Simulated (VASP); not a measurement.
Band structure of TiAl (L1_0). Method: PBEsol GGA with spin-orbit coupling, VASP's PBE PAW potentials (set 64) (plane waves; VASP).

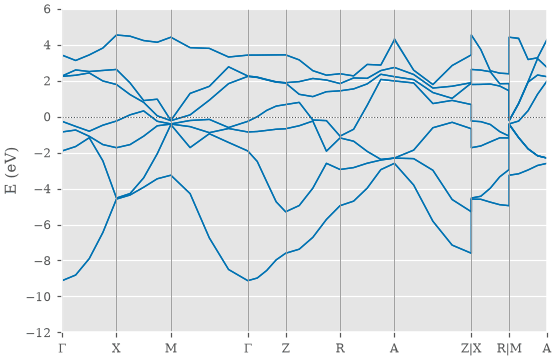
Fig. 1. Bands along high-symmetry lines, zero at the valence-band maximum or, without a gap, the Fermi level

Task: Read the plot: is there a gap, and where are the band edges?

Result: It has no gap at this level: it comes out as a metal or semimetal.

The compound is TiAl in the L1_0 structure. It was relaxed first.
